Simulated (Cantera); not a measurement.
A closed system holds: 1 mol FeS₂, 42 mol H₂, 3.6 mol N₂, at 2100 Torr.

Method: chemical equilibrium by Gibbs-energy minimisation in Cantera with the NASA 1993 tables (ideal gas, pure condensed phases). Candidate condensed phases: Fe, FeS, FeS₂, S; 16 gas species. FeS: taken at fixed stoichiometry. The numbers say what is thermodynamically allowed, not how fast it happens.

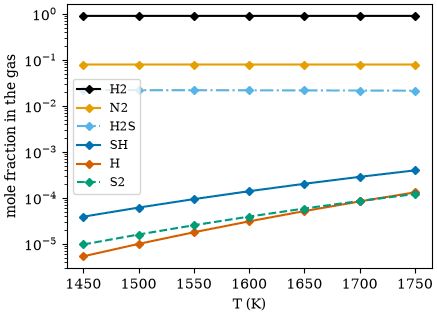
Figure. Equilibrium gas composition (values under 1e-9 drawn at 1e-9)

At 1450 K the condensed part is FeS(s). From 1500 K to 1750 K the condensed part is FeS(l).
